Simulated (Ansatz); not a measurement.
The reference is MgSe in the rock salt structure (space group Fm-3m, No. 225; a = 5.508 Å).

Now apply this change: a hydrostatic pressure of 9 GPa.

Level of theory: Ansatz (a first-principles code) PBE, no SOC.

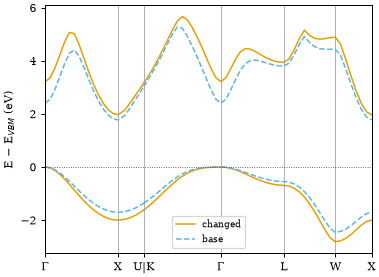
Highest valence and lowest conduction band along the path, each from its own valence-band maximum

**Question.** Read the changed gap and its character from the plot.

**Answer.** About 2.0 eV, indirect, Γ → X.

Load acts through the strain it causes; cell and atoms are relaxed under it. Stability against distortions was not tested. Competing high-pressure phases were not computed.
